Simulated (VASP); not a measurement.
Band structure of HfO2 (relaxed from the 3R-MoS2 structure, space group R3m). Calculation: r2SCAN meta-GGA, VASP's PBE PAW potentials (set 64) (plane waves; VASP 6.6.1).

Unless said otherwise, spin-orbit coupling is left out, though it shifts the bands of the heavy elements here.

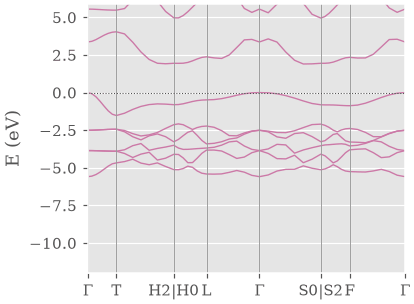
Bands along high-symmetry lines, zero at the valence-band maximum or, without a gap, the Fermi level

Problem. Read the plot: is there a gap, and where are the band edges?

Solution. The gap is indirect, 1.90 eV, from the valence maximum at Γ to the conduction minimum at Γ-S0 at 0.71.

The structure was generated: HfO2 was put into the 3R-MoS2 type (R3m), which need not be its known phase. It was relaxed first, which changed the volume by +28 %.
